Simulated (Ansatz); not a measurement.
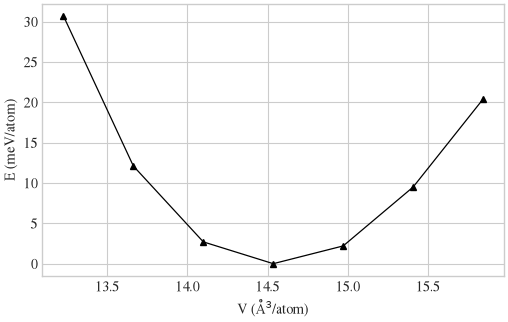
Figure. Zn (hcp (Mg type), P6_3/mmc) under volume change, r²SCAN in the plane-wave PAW code Ansatz, shape and atoms relaxed at each volume.

Problem. What does a third-order Birch–Murnaghan fit give for V₀, B₀ and B′?

Solution. V₀ = 14.52 Å³/atom, B₀ = 68.7 GPa, B′ = 6.5.

Symmetry was held in the r²SCAN relaxation; of distortions, only those at the zone centre were tested.

Potentials: the later of the program's two PAW sets.
